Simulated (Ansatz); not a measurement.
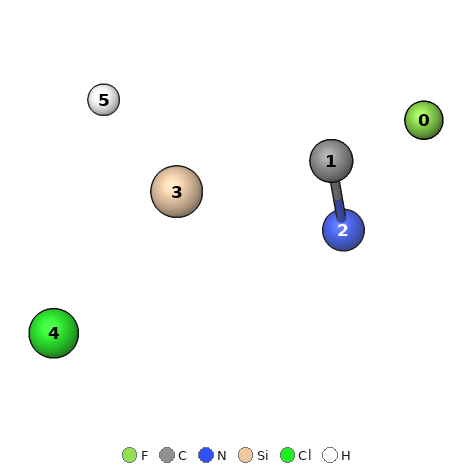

The structure as it stands in the input. Atoms are numbered from 0, in the order of the input.

Input file:

```yaml
crystal:
  periodic: [false, false, false]
  atoms:
    - {symbol: F, position_ang: [0.197879, -2.851677, -0.798400]}
    - {symbol: C, position_ang: [0.270711, -1.304598, -0.265163]}
    - {symbol: N, position_ang: [1.550424, -0.489633, 0.201308]}
    - {symbol: Si, position_ang: [-0.292363, 0.741535, 0.293479]}
    - {symbol: Cl, position_ang: [-0.657066, 2.587794, -1.395566]}
    - {symbol: H, position_ang: [-1.016960, 1.236702, 1.906718]}
basis:
  gaussian: {orbitals: cc-pVTZ}
hamiltonian: {xc: {name: wB97X-V}}
accuracy: high
scf: {lower_state_search: light}
output: {forces: true}
```

It was started with:

```sh
ansatz run in.yaml --threads 2 --pin off --events-out ev --progress --plain --max-ram 4352MiB
```

What the program printed:

```
Functional definition: wB97X-V
  name "wB97X-V"
  cite "Mardirossian & Head-Gordon, Phys. Chem. Chem. Phys. 16, 9904 (2014) doi:10.1039/C3CP54374A"
  cite "Becke, J. Chem. Phys. 107, 8554 (1997) doi:10.1063/1.475007"
  cite "Vydrov & Van Voorhis, J. Chem. Phys. 133, 244103 (2010) doi:10.1063/1.3521275"
  parameter omega = 0.3/bohr
  parameter cx = 0.167
  parameter cx1 = 0.603
  parameter cx2 = 1.194
  parameter css0 = 0.556
  parameter css1 = -0.257
  parameter cos0 = 1.219
  parameter cos1 = -1.850
  parameter b = 6.0
  parameter c = 0.01
  exchange = spin_sum(e_x_unif_sr(omega)*poly(b97_u_x, 1 - cx, cx1, cx2)) + cx*exact_x_sr(omega) + exact_x_lr(omega)
  correlation = spin_sum(e_c_pw_same_spin*poly(b97_u_same, css0, css1))
      + integral(e_c_pw_opposite_spin*poly(b97_u_opposite, cos0, cos1)) + vv10(b, c)
2881 factors; integrals over basis functions are off by at most 1.3e-8 eV
441 factors; integrals over basis functions are off by at most 1.9e-9 eV
mean field evaluation 1: about -25642.7560 eV, gradient 5.6e1 eV
mean field evaluation 2: about -25628.5322 eV, gradient 1.0e2 eV
mean field evaluation 4: about -25650.2446 eV, gradient 6.3e0 eV
mean field evaluation 8: about -25650.4296 eV, gradient 9.8e-1 eV
mean field evaluation 16: about -25650.4359 eV, gradient 6.4e-3 eV
mean field evaluation 32: about -25650.4360 eV, gradient 5.0e-7 eV
mean field -25650.43595066 eV, -942.6361346970 hartree, gradient 5.4e-8 eV, S^2 0.000000; 0 other end points of the search recorded, 0 dependent functions left out
the calculation of the forces begins
reference -25650.43595051 eV, -942.6361346914 hartree; 27, 27 occupied and 145, 145 virtual orbitals, 2881 factors
Total energy: -25650.43595051 eV, -942.6361346914 hartree
Atom 0 at     0.197879    -2.851677    -0.798400 Å, force     0.558234     5.280744     1.856029 eV/Å
Atom 1 at     0.270711    -1.304598    -0.265163 Å, force     4.777862     3.044067     1.665086 eV/Å
Atom 2 at     1.550424    -0.489633     0.201308 Å, force    -9.185957    -2.732851    -2.439005 eV/Å
Atom 3 at    -0.292363     0.741535     0.293479 Å, force     2.237817    -1.850792    -0.587770 eV/Å
Atom 4 at    -0.657066     2.587794    -1.395566 Å, force     0.468680    -2.830644     2.528070 eV/Å
Atom 5 at    -1.016960     1.236702     1.906718 Å, force     1.143364    -0.910524    -3.022410 eV/Å
Dipole moment:    -0.441906     0.448088     0.576161 e Å
```

Self-consistency was reached.
